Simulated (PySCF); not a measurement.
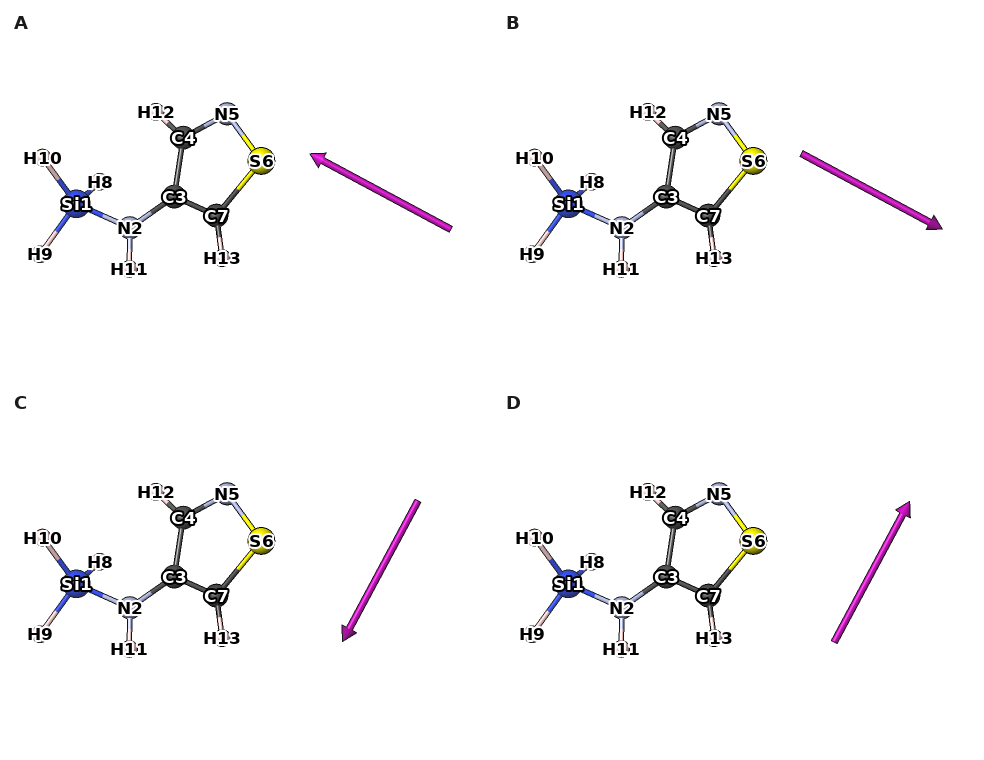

The same molecule four times, each with an arrow. The computed structure is the end point of a PBE0-D3(BJ)/def2-SVP optimisation. No frequency run is at hand to confirm it as a minimum. Properties computed with CAM-B3LYP/def2-SVPD in tetrahydrofuran (IEF-PCM) (PySCF 2.14.0).

**Which arrow points along the dipole moment, from the negative to the positive end?**

C. The dipole moment is 4.54 D; it points from the side of N5 to the side of H9 (the outermost atoms at the two ends).
